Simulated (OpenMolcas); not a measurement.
N₂⁺: relativistic diatomic calculation (part 2 of 2)

Continued. System: N₂⁺. Method: SA-CASSCF(9,8)/XMS-CASPT2 + RASSI spin-orbit (X2C scalar, AMFI), ANO-RCC-VTZP (OpenMolcas).

## The program's output (extracts), continued
```
++ Dipole transition strengths (spin-free states):
     for osc. strength at least  1.00000000E-05
      From   To        Osc. strength     Einstein coefficients Ax, Ay, Az (sec-1)    Total A (sec-1)
         1    3       3.55984177E-03  3.49173096E+05  5.46832754E-02  0.00000000E+00  3.49173151E+05
         1    4       3.55984180E-03  5.46833147E-02  3.49173099E+05  0.00000000E+00  3.49173154E+05
         1    2       5.06244901E-02  0.00000000E+00  0.00000000E+00  2.35591224E+07  2.35591224E+07
 Electric-quadrupole - electric-quadrupole not included
 Electric-dipole - electric-octupole not included
 Electric-dipole - magnetic-quadrupole not included
   Eigenvalues of complex Hamiltonian:
  (Shifted by EMIN (a.u.) =       -108.8595673443)
 SO State       Relative EMIN(au)   Rel lowest level(eV)    D:o, cm**(-1)      Omega
     1             0.0000000000        0.0000000000              0.0000         0.5
     2             0.0000000000        0.0000000000              0.0000         0.5
     3             0.0550999971        1.4993473032          12093.0516         1.5
     4             0.0550999971        1.4993473032          12093.0516         1.5
     5             0.0554032756        1.5075999328          12159.6135         0.5
     6             0.0554032756        1.5075999328          12159.6135         0.5
     7             0.1203491872        3.2748682177          26413.5935         0.5
     8             0.1203491872        3.2748682177          26413.5935         0.5
     9             0.2501419999        6.8067105743          54899.8232         1.5
    10             0.2501419999        6.8067105743          54899.8232         1.5
    11             0.2501434784        6.8067508073          54900.1477         0.5
    12             0.2501434784        6.8067508073          54900.1477         0.5
    13             0.3009704008        8.1898218253          66055.3678         0.9
    14             0.3009704008        8.1898218253          66055.3678         0.9
    15             0.3010124750        8.1909667230          66064.6020         1.8
    16             0.3010124750        8.1909667230          66064.6020         1.8
    17             0.3011122441        8.1936815786          66086.4988         2.3
    18             0.3011122441        8.1936815786          66086.4988         2.3
    19             0.3011547066        8.1948370403          66095.8182         3.4
    20             0.3011547066        8.1948370403          66095.8182         3.4
    21             0.3351056820        9.1186901463          73547.1960         0.5
    22             0.3351056820        9.1186901463          73547.1960         0.5
    23             0.3351075643        9.1187413674          73547.6092         1.5
    24             0.3351075643        9.1187413674          73547.6092         1.5
    25             0.3447959455        9.3823756503          75673.9630         0.5
    26             0.3447959455        9.3823756503          75673.9630         0.5
    27             0.3449459145        9.3864565138          75706.8774         0.5
    28             0.3449459145        9.3864565138          75706.8774         0.5
    29             0.3450958101        9.3905353800          75739.7757         1.5
    30             0.3450958101        9.3905353800          75739.7757         1.5
    31             0.3452456390        9.3946124334          75772.6594         2.5
    32             0.3452456390        9.3946124334          75772.6594         2.5
 Weights of the five most important spin-orbit-free states for each spin-orbit state.
 SO State  Total energy (au)           Spin-free states, spin, and weights
    1         0.000000       1 0.5  1.0000   10 1.5  0.0000    9 1.5  0.0000    8 1.5  0.0000    7 1.5  0.0000
    2         0.000000       1 0.5  1.0000   10 1.5  0.0000    9 1.5  0.0000    8 1.5  0.0000    7 1.5  0.0000
    3         0.055100       3 0.5  0.5000    4 0.5  0.5000    5 1.5  0.0000    8 1.5  0.0000    6 1.5  0.0000
    4         0.055100       3 0.5  0.5000    4 0.5  0.5000    5 1.5  0.0000    8 1.5  0.0000    6 1.5  0.0000
    5         0.055403       4 0.5  0.5000    3 0.5  0.5000    2 0.5  0.0000    6 1.5  0.0000    7 1.5  0.0000
    6         0.055403       4 0.5  0.5000    3 0.5  0.5000    2 0.5  0.0000    6 1.5  0.0000    7 1.5  0.0000
    7         0.120349       2 0.5  1.0000    4 0.5  0.0000    3 0.5  0.0000   10 1.5  0.0000    9 1.5  0.0000
    8         0.120349       2 0.5  1.0000    4 0.5  0.0000    3 0.5  0.0000   10 1.5  0.0000    9 1.5  0.0000
    9         0.250142       5 1.5  1.0000    8 1.5  0.0000    3 0.5  0.0000    4 0.5  0.0000   10 1.5  0.0000
   10         0.250142       5 1.5  1.0000    8 1.5  0.0000    3 0.5  0.0000    4 0.5  0.0000   10 1.5  0.0000
   11         0.250143       5 1.5  1.0000    8 1.5  0.0000    3 0.5  0.0000    4 0.5  0.0000   10 1.5  0.0000
   12         0.250143       5 1.5  1.0000    8 1.5  0.0000    3 0.5  0.0000    4 0.5  0.0000   10 1.5  0.0000
   13         0.300970       6 1.5  0.7262    7 1.5  0.2738   10 1.5  0.0000    9 1.5  0.0000    4 0.5  0.0000
   14         0.300970       6 1.5  0.7262    7 1.5  0.2738   10 1.5  0.0000    9 1.5  0.0000    4 0.5  0.0000
   15         0.301012       6 1.5  0.9179    7 1.5  0.0821   10 1.5  0.0000    9 1.5  0.0000    4 0.5  0.0000
   16         0.301012       6 1.5  0.9179    7 1.5  0.0821   10 1.5  0.0000    9 1.5  0.0000    4 0.5  0.0000
   17         0.301112       7 1.5  0.9179    6 1.5  0.0821    9 1.5  0.0000   10 1.5  0.0000    4 0.5  0.0000
   18         0.301112       7 1.5  0.9179    6 1.5  0.0821    9 1.5  0.0000   10 1.5  0.0000    4 0.5  0.0000
   19         0.301155       7 1.5  0.7262    6 1.5  0.2738    9 1.5  0.0000   10 1.5  0.0000    4 0.5  0.0000
   20         0.301155       7 1.5  0.7262    6 1.5  0.2738    9 1.5  0.0000   10 1.5  0.0000    4 0.5  0.0000
   21         0.335106       8 1.5  1.0000    9 1.5  0.0000   10 1.5  0.0000    5 1.5  0.0000    3 0.5  0.0000
   22         0.335106       8 1.5  1.0000    9 1.5  0.0000   10 1.5  0.0000    5 1.5  0.0000    3 0.5  0.0000
   23         0.335108       8 1.5  1.0000    5 1.5  0.0000    9 1.5  0.0000   10 1.5  0.0000    3 0.5  0.0000
   24         0.335108       8 1.5  1.0000    5 1.5  0.0000    9 1.5  0.0000   10 1.5  0.0000    3 0.5  0.0000
   25         0.344796       9 1.5  0.5000   10 1.5  0.5000    8 1.5  0.0000    2 0.5  0.0000    5 1.5  0.0000
   26         0.344796       9 1.5  0.5000   10 1.5  0.5000    8 1.5  0.0000    2 0.5  0.0000    5 1.5  0.0000
   27         0.344946      10 1.5  0.5000    9 1.5  0.5000    8 1.5  0.0000    7 1.5  0.0000    6 1.5  0.0000
   28         0.344946      10 1.5  0.5000    9 1.5  0.5000    8 1.5  0.0000    7 1.5  0.0000    6 1.5  0.0000
   29         0.345096       9 1.5  0.5000   10 1.5  0.5000    8 1.5  0.0000    7 1.5  0.0000    6 1.5  0.0000
   30         0.345096       9 1.5  0.5000   10 1.5  0.5000    8 1.5  0.0000    7 1.5  0.0000    6 1.5  0.0000
   31         0.345246      10 1.5  0.5000    9 1.5  0.5000    7 1.5  0.0000    6 1.5  0.0000    8 1.5  0.0000
   32         0.345246      10 1.5  0.5000    9 1.5  0.5000    7 1.5  0.0000    6 1.5  0.0000    8 1.5  0.0000
++ Dipole transition strengths (SO states):
        for osc. strength at least   1.00000000E-05
      From   To        Osc. strength     Einstein coefficients Ax, Ay, Az (sec-1)    Total A (sec-1)
         1    3       3.55002831E-03  1.73147352E+05  1.73147353E+05  0.00000000E+00  3.46294705E+05
         1    5       3.56955260E-03  1.76021434E+05  1.76021436E+05  0.00000000E+00  3.52042871E+05
         1    7       5.06240811E-02  0.00000000E+00  0.00000000E+00  2.35588648E+07  2.35588648E+07
         2    4       3.55002831E-03  1.73147352E+05  1.73147353E+05  0.00000000E+00  3.46294705E+05
         2    6       3.56955260E-03  1.76021434E+05  1.76021436E+05  0.00000000E+00  3.52042871E+05
         2    8       5.06240811E-02  0.00000000E+00  0.00000000E+00  2.35588648E+07  2.35588648E+07
 Electric-quadrupole - electric-quadrupole not included
 Electric-dipole - electric-octupole not included
 Electric-dipole - magnetic-quadrupole not included
```

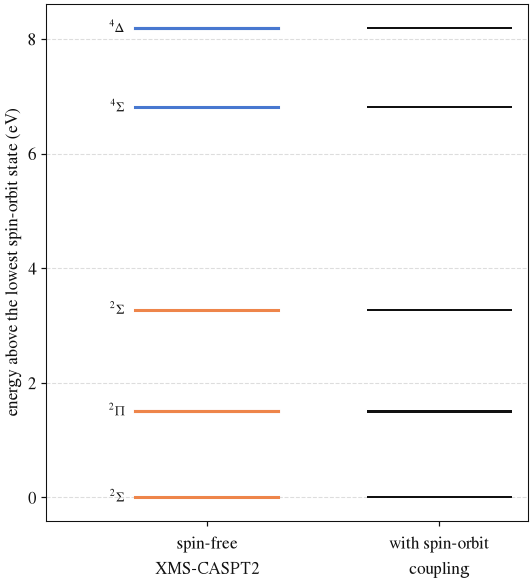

Figure 1. States up to 8.8 eV at 1.109 Å, without spin-orbit coupling (left, a colour for each spin multiplicity) and with it (right, where close levels merge). The spin-free states run ²Σ (0.00 eV), ²Π (1.50 eV), ²Σ (3.27 eV), ⁴Σ (6.81 eV), ⁴Δ (8.19 eV) from the lowest. The lowest spin-orbit levels have |Ω| = 1/2 (0 cm⁻¹), 3/2 (12,093 cm⁻¹), 1/2 (12,160 cm⁻¹), 1/2 (26,414 cm⁻¹), 3/2 (54,900 cm⁻¹).

## Key numbers

- outcome: converged; components of a degenerate state are split by 18 cm⁻¹
- lowest spin-free state: ²Σ
- lowest spin-orbit level: Ω = 1/2, −108.85957 hartree
- next level: Ω = 3/2, 12,093 cm⁻¹
- hardware: 1 thread of Intel Xeon (Sapphire Rapids), 256 GiB of memory available, shared host
- wall time: 23 s

## Notes

To bear in mind: the two components of ⁴Δ at 8.19 eV, degenerate in CASSCF as they must be, are split by 18 cm⁻¹ in XMS-CASPT2, an artefact that passes into its spin-orbit levels; 8 of the 32 spin-orbit states have no clean Ω, so their splittings aren't to be trusted.
